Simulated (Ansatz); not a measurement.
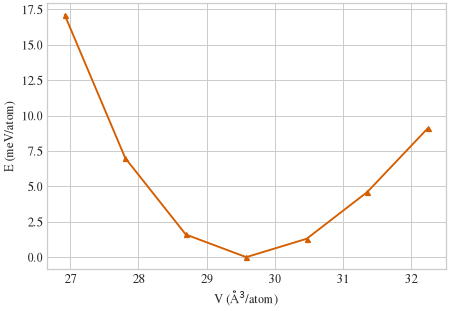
Cs₂Pd₃Se₄ in space group Fmmm (No. 69; Cs on 8i, Pd on 4a, Pd on 8e, Se on 16m) under volume change, r²SCAN in the plane-wave PAW code Ansatz, shape and atoms relaxed at each volume.

Question: What does a third-order Birch–Murnaghan fit give for V₀, B₀ and B′?

Answer: V₀ = 29.59 Å³/atom, B₀ = 16.6 GPa, B′ = 9.2.

The first step of the workflow began from a Materials Project structure, measured or hypothetical; the Crystallography Open Database copy checked does not list it. Its standing as an ambient phase is unchecked. Symmetry was held in the r²SCAN relaxation; whether a distortion lowers the energy is not shown. The run is not spin-polarised. Spin–orbit coupling is left out wherever it is not named.

Potentials: the later of the program's two PAW sets.
